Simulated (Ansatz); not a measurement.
**Fields on a plane of CaF2 (fluorite)**

```
CaF2
1.0
    0.00000     2.75548     2.75548
    2.75548     0.00000     2.75548
    2.75548     2.75548     0.00000
Ca F
1 2
Direct
  0.00000   0.00000   0.00000
  0.25000   0.25000   0.25000
  0.75000   0.75000   0.75000
```

The slice is a {100} plane (indices of the conventional cell) through the point (0.000, 0.000, 0.000) (fractional), spanned by u = [100] and v = [0 1 -1] in vectors of this cell: u (3.90 Å) and v (3.90 Å, at 90° to u). It covers one period; positions are fractions (u, v).

Atoms on it: Ca at (0.00, 0.00).

Computed with PBE (plane waves to 420 eV, PAW, scalar-relativistic; Ansatz, a quantum-chemistry and plane-wave program). k mesh 10×10×10. Inside the PAW spheres the values are not all-electron values, and peaks at nuclei hang on which shells count as valence. CaF2 was relaxed with its symmetry unable to fall.

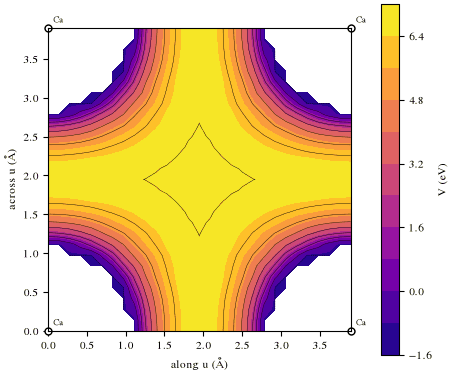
*Electrostatic potential energy of an electron, from the cell's mean, in eV, one period of the plane, atoms marked. Points within 1 Å of a nucleus are left white, as the pseudised field means little there. Values under -1 eV are set to -1. The zero, the cell's mean, hangs on the PAW cores.*

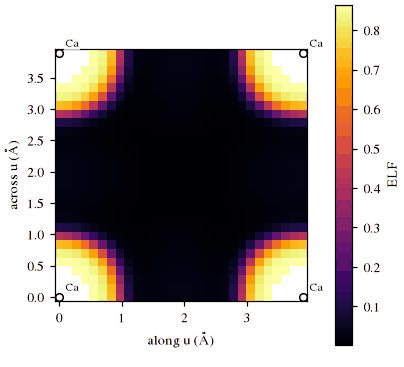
Figure. Electron localisation function (ELF), one period of the plane, atoms marked. Points within 0.5 Å of a nucleus are left white, as the pseudised field means little there.
